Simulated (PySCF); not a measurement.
# AlH2OF3 (SMILES [OH2+][Al-]([F])([F])[F]): levels of theory compared

Aim: a comparison of 5 runs (MP2/def2-SVP, MP2/ma-def2-SVP, MP2/def2-SVPD, MP2/def2-TZVP, MP2/ma-def2-TZVP) of AlH2OF3. Input form: a Python script.

The calculation is run with PySCF 2.14.0.

### Step 1. The molecule

The species is AlH2OF3 (7 atoms), meant as a singlet with charge 0. SMILES: `[OH2+][Al-]([F])([F])[F]`. Geometry: relaxed at PBE0-D4/def2-TZVP.

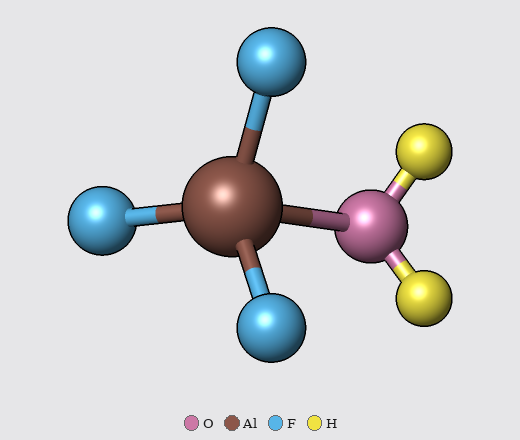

The structure, seen from a chosen angle (oxygen pink, aluminium brown, fluorine blue, hydrogen yellow).

### Step 2. A single-point energy at MP2/def2-SVP (run 1)

Input file start.xyz:

```xyz
7

O     -0.871000     0.586100     0.358000
Al     0.496000    -0.551000    -0.409900
F      0.962500    -1.255200     1.013300
F     -0.290400    -1.501300    -1.496900
F      1.430100     0.675100    -1.012400
H     -0.962400     0.456200     1.310000
H     -0.703600     1.522000     0.192000
```

Input file run.py:

```python
from pyscf import gto, scf, mp

mol = gto.M(
    atom='start.xyz',
    spin=0,
    basis='def2-svp',
    verbose=3,
    charge=0,
    max_memory=1860,
)

mf = scf.RHF(mol)
mf.conv_tol = 1e-10
mf.kernel()
if not mf.converged:
    mf = mf.newton().run(mf.mo_coeff, mf.mo_occ)

pt = mp.MP2(mf, frozen=9).run()
etot = pt.e_tot
print(f'total energy: {etot:.8f} hartree')
```

On the command line:

```console
$ OMP_NUM_THREADS=1 python run.py
```

Log:

```text
converged SCF energy = -616.158552346032
E(RMP2) = -616.977335392108  E_corr = -0.818783046076222
E(SCS-RMP2) = -616.947840342649  E_corr = -0.789287996617485
total energy: -616.97733539 hartree
```

It took 1.6 s on 1 thread of Arm Neoverse V2, shared host; peak memory 0.19 GiB.

### Step 3. The energy at MP2/ma-def2-SVP (run 2)

Input file input.xyz:

```xyz
7

O     -0.871000     0.586100     0.358000
Al     0.496000    -0.551000    -0.409900
F      0.962500    -1.255200     1.013300
F     -0.290400    -1.501300    -1.496900
F      1.430100     0.675100    -1.012400
H     -0.962400     0.456200     1.310000
H     -0.703600     1.522000     0.192000
```

Input file calc.py:

```python
# [OH2+][Al-]([F])([F])[F]
from pyscf import gto, scf, mp

mol = gto.Mole()
mol.atom = 'input.xyz'
mol.charge = 0
mol.spin = 0
mol.basis = 'ma-def2-svp'
mol.max_memory = 1860
mol.verbose = 3
mol.build()

mf = scf.RHF(mol)
mf.conv_tol = 1e-10
mf.kernel()
if not mf.converged:
    mf = mf.newton().run(mf.mo_coeff, mf.mo_occ)

pt = mp.MP2(mf, frozen=9).run()
energy = pt.e_tot
print('E(%s) = %.9f' % ('MP2', energy))
```

On the command line:

```console
$ OMP_NUM_THREADS=1 python calc.py
```

Log:

```text
converged SCF energy = -616.157444560694
E(RMP2) = -616.9856192207  E_corr = -0.828174660006101
E(SCS-RMP2) = -616.954982944957  E_corr = -0.797538384262294
E(MP2) = -616.985619221
```

Wall time 2.2 s (1 thread of Arm Neoverse V2, shared host); peak memory 0.25 GiB.

Runs 3 to 4 aren't shown in full; the table further down has their settings and results.

### Step 4. The energy at MP2/ma-def2-TZVP (run 5)

Input file job.py:

```python
# [OH2+][Al-]([F])([F])[F]
from pyscf import gto, mp

system = gto.Mole()
system.atom = '''
O       -0.871000       0.586100       0.358000
Al       0.496000      -0.551000      -0.409900
F        0.962500      -1.255200       1.013300
F       -0.290400      -1.501300      -1.496900
F        1.430100       0.675100      -1.012400
H       -0.962400       0.456200       1.310000
H       -0.703600       1.522000       0.192000
'''
system.charge = 0
system.basis = 'ma-def2-tzvp'
system.verbose = 3
system.max_memory = 1860
system.build()

mf = system.RHF()
mf.conv_tol = 1e-10
mf.kernel()
if not mf.converged:
    mf = mf.newton().run(mf.mo_coeff, mf.mo_occ)

pt = mp.MP2(mf, frozen=9).run()
etot = pt.e_tot
print('E(%s) = %.9f' % ('MP2', etot))
```

On the command line:

```console
$ OMP_NUM_THREADS=1 python job.py
```

Log:

```text
converged SCF energy = -616.728087458708
E(RMP2) = -617.809127998053  E_corr = -1.08104053934465
E(SCS-RMP2) = -617.781121167527  E_corr = -1.0530337088191
E(MP2) = -617.809127998
```

It took 43 s on 1 thread of Arm Neoverse V2, shared host; peak memory 2.7 GiB.

### Step 5. All runs side by side

```tsv
run	level	energy (Eh)	dipole moment (D) of the reference	HOMO energy (eV)	LUMO energy (eV)	wall time
1	MP2/def2-SVP	-616.977335	5.66	-15.99	2.62	1.6 s
2	MP2/ma-def2-SVP	-616.985619	5.70	-16.33	0.44	2.2 s
3	MP2/def2-SVPD	-617.057002	5.56	-16.32	0.89	5.4 s
4	MP2/def2-TZVP	-617.805382	5.58	-16.10	1.97	14 s
5	MP2/ma-def2-TZVP	-617.809128	5.57	-16.14	0.36	43 s
```

Convergence of the dipole moment (Hartree–Fock density) of singlet AlH2OF3 with the basis set, against the last point:

```tsv
basis set	from the last (D)	wall time
def2-SVP	+0.0941	1.6 s
ma-def2-SVP	+0.1279	2.2 s
def2-SVPD	-0.0113	5.4 s
def2-TZVP	+0.0112	14 s
ma-def2-TZVP	+0.0000	43 s
```

Convergence of the total energy of singlet AlH2OF3 with the basis set, against the last point:

```tsv
basis set	from the last (mEh)	wall time
def2-SVP	+831.793	1.6 s
ma-def2-SVP	+823.509	2.2 s
def2-SVPD	+752.126	5.4 s
def2-TZVP	+3.746	14 s
ma-def2-TZVP	+0.000	43 s
```

### Step 6. Outcome

| quantity | value |
| --- | --- |
| run 5: total energy | -617.80913 Eh |
| run 5: dipole moment (Hartree–Fock density) | 5.57 D |
| run 5: HOMO energy (Hartree–Fock orbitals) | -16.14 eV |
| run 5: LUMO energy (Hartree–Fock orbitals) | 0.36 eV |
| run 5: HOMO–LUMO gap (Hartree–Fock orbitals) | 16.50 eV |
| run 5: correlation energy (9 core orbitals frozen) | -1081.0 mEh |

What this shows: For the dipole moment (Hartree–Fock density) of singlet AlH2OF3 to stay within 0.1 D of the last point, def2-SVPD is the first point of the series from which all later ones do (5.4 s against 43 s). For the dipole moment (Hartree–Fock density) of singlet AlH2OF3 to stay within 0.02 D of the last point, def2-SVPD is the first point of the series from which all later ones do (5.4 s against 43 s). Over the runs the total energy spans 22.634 eV. All runs together took 66 s, the longest 43 s.
